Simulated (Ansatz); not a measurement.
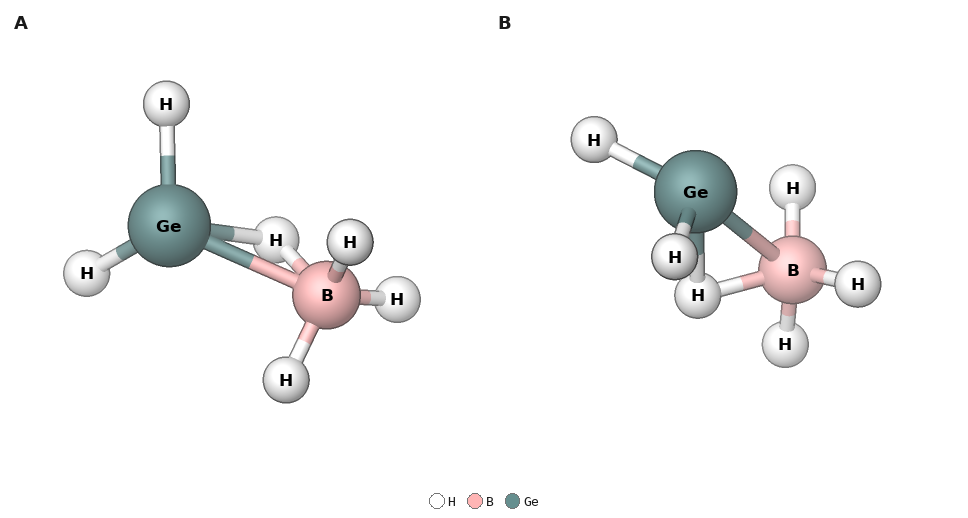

Atoms fade into the background with distance from the viewer. Charge 0, doublet. The computed geometry is a stationary point of PBE0-D4/def2-TZVP, a saddle point of order 1.

Can A be turned into B by a rotation alone?

Yes. They are the same structure, BGeH6, seen from two directions. With point group Cs it is achiral, so its mirror image would be the same too.
